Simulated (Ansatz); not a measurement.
# AlBH₂+ (doublet): trial inputs and their diagnosis

4 inputs are run for AlBH₂+ (doublet) as typed; the log has to tell whether the result can be used and what must change.

Method: the settings change from run to run; program: Ansatz 0.2.0, Gaussian basis.

9 further runs of the same task are left out: 1 that didn't finish, 8 set aside as unsound or not needed.

## 1. The geometry

The geometry is a PBE0/def2-TZVP stationary point (not a proven minimum) of the parent state, kept for this charge and spin.

4 atoms, charge 1, spin multiplicity 2.

Atoms are counted from 1 here; the program's logs count them from 0.

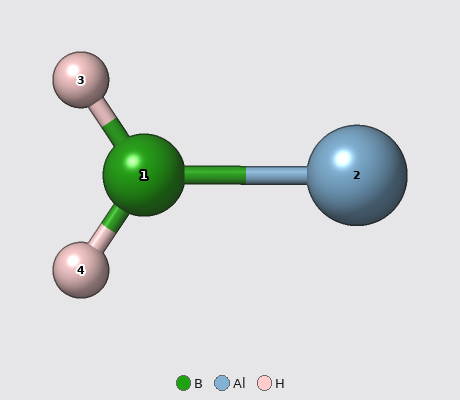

The geometry (boron green, aluminium light blue, hydrogen pink); atoms are numbered from 1 in the order of the file.

## 2. Try 1

Contents of in.yaml:

```yaml
crystal:
  periodic: [false, false, false]
  atoms:
    - {symbol: B, position_ang: [0.000000, 0.000000, 1.484785]}
    - {symbol: Al, position_ang: [0.000000, 0.000000, -0.755666]}
    - {symbol: H, position_ang: [0.000000, 1.004980, 2.151421]}
    - {symbol: H, position_ang: [0.000000, -1.004980, 2.151421]}
basis:
  gaussian: {orbitals: 6-31G, fitting: {mean_field: def2-universal-jkfit}}
total_charge: 1
magnetization: {spin_polarized: false, initial_magnetization: 1}
hamiltonian: {pseudopotentials: {relativity: none}}
correlation: {method: ccsd_t, frozen_orbitals: {B: 9}}
accuracy: high
output: {forces: true}
```

The run is started by

```bash
ansatz run in.yaml --threads 1 --pin off --events-out ev --progress --plain --max-ram 2393MiB
```

Log:

```text
Functional definition: HF
  name "HF"
  cite "Fock, Z. Phys. 61, 126 (1930) doi:10.1007/BF01340294"
  parent pbe
  exchange = exact_x
  correlation = 0
Error: "frozen_orbitals" has no count for Al
```

Run time: 0.03 s. Hardware: 1 thread of AMD EPYC 9R05, shared host.

What is wrong: The run was refused. The frozen-orbital counts are incomplete or too large. Fix: leave frozen_orbitals out, or give each element a count that its core has.

## 3. Try 2

Contents of in.yaml:

```yaml
crystal:
  periodic: [false, false, false]
  atoms:
    - {symbol: B, position_ang: [0.000000, 0.000000, 1.484785]}
    - {symbol: Al, position_ang: [0.000000, 0.000000, -0.755666]}
    - {symbol: H, position_ang: [0.000000, 1.004980, 2.151421]}
    - {symbol: H, position_ang: [0.000000, -1.004980, 2.151421]}
basis:
  gaussian: {orbitals: 6-31G}
total_charge: 1
magnetization: {spin_polarized: false, initial_magnetization: 2}
correlation: {active_space: {window: {electrons: 1, orbitals: 6}}}
```

The command is unchanged.

Log:

```text
Error: a molecule whose nuclei and cores have a total charge of 20 cannot have a net charge of 1 together with 2 unpaired electrons
```

Run time: 0.03 s. Hardware: 1 thread of AMD EPYC 9R05, shared host.

Diagnosis: The run was refused. The number of unpaired electrons doesn't fit the electron count. Cure: make charge and initial_magnetization agree.

## 4. Try 3

Contents of in.yaml:

```yaml
crystal:
  periodic: [false, false, false]
  atoms:
    - {symbol: B, position_ang: [0.000000, 0.000000, 1.484785]}
    - {symbol: Al, position_ang: [0.000000, 0.000000, -0.755666]}
    - {symbol: H, position_ang: [0.000000, 1.004980, 2.151421]}
    - {symbol: H, position_ang: [0.000000, -1.004980, 2.151421]}
basis:
  gaussian: {orbitals: 6-31G}
total_charge: 1
magnetization: {spin_polarized: false, initial_magnetization: 1}
correlation: {active_space: {window: {electrons: 3, orbitals: 3}, places: [1, 2]}}
accuracy: high
```

The command is unchanged.

Log:

```text
Error: invalid value for `correlation.active_space`: name one of window, places and ras
```

Wall time 0.03 s (1 thread of AMD EPYC 9R05, shared host).

What is wrong: The run was refused. The active space is defined twice. Fix: keep one definition.

## 5. Try 4

Contents of in.yaml:

```yaml
crystal:
  periodic: [false, false, false]
  atoms:
    - {symbol: B, position_ang: [0.000000, 0.000000, 0.785748]}
    - {symbol: Al, position_ang: [0.000000, 0.000000, -0.399898]}
    - {symbol: H, position_ang: [0.000000, 0.531835, 1.138532]}
    - {symbol: H, position_ang: [0.000000, -0.531835, 1.138532]}
basis:
  gaussian: {orbitals: 6-31G}
total_charge: 1
magnetization: {spin_polarized: false, initial_magnetization: 1}
correlation: {active_space: {window: {electrons: 3, orbitals: 8}}}
output: {forces: true}
```

Same command.

Log (excerpt; [...] marks lines left out):

```text
Functional definition: HF
  name "HF"
  cite "Fock, Z. Phys. 61, 126 (1930) doi:10.1007/BF01340294"
  parent pbe
[...]
328 factors; integrals over basis functions are off by at most 1.0e-4 eV
[...]
mean field -7237.10345564 eV, -265.9586465097 hartree, gradient 2.1e-6 eV, S^2 0.750000; 4 other end points of the search recorded, 0 dependent functions left out
reference -7237.10345564 eV, -265.9586465097 hartree; 10, 9 occupied and 16, 17 virtual orbitals, 328 factors
state -7238.27025073 eV, -266.0015254384 hartree
[...]
Total energy: -7238.27025073 eV, -266.0015254384 hartree
Atom 0 at     0.000000     0.000000     0.785748 Å, force     0.000000    -0.000000   -22.145496 eV/Å
Atom 1 at     0.000000     0.000000    -0.399898 Å, force    -0.000000     0.000000   -54.683656 eV/Å
Atom 2 at     0.000000     0.531835     1.138532 Å, force    -0.000000    59.116975    38.414576 eV/Å
Atom 3 at     0.000000    -0.531835     1.138532 Å, force     0.000000   -59.116975    38.414576 eV/Å
Dipole moment:    -0.000000     0.000000    -0.705851 e Å
```

Run time: 0.54 s. Hardware: 1 thread of AMD EPYC 9R05, shared host.

Diagnosis: The run converged, which proves nothing about the input. The coordinates are scaled by the bohr-ångström factor. The shortest distance is 0.64 Å, against 1.21 Å in the geometry of step 1. Its energy belongs to another geometry. To mend it, restore the coordinates in ångström.

## 6. Summary

| try | level | ended | cause | time |
| --- | --- | --- | --- | --- |
| 1 | CCSD(T) on ROHF/6-31G | refused | the frozen-orbital counts are incomplete or too large | 0.03 s |
| 2 | CASSCF(1,6)/6-31G | refused | the number of unpaired electrons doesn't fit the electron count | 0.03 s |
| 3 | CASSCF(3,3)/6-31G | refused | the active space is defined twice | 0.03 s |
| 4 | CASSCF(3,8)/6-31G | converged | the coordinates are scaled by the bohr-ångström factor | 0.54 s |

3 refused, 1 converged. The input that converges on a wrong geometry or spin is the dangerous one: no error points at it, so geometry and ⟨S²⟩ have to be checked.
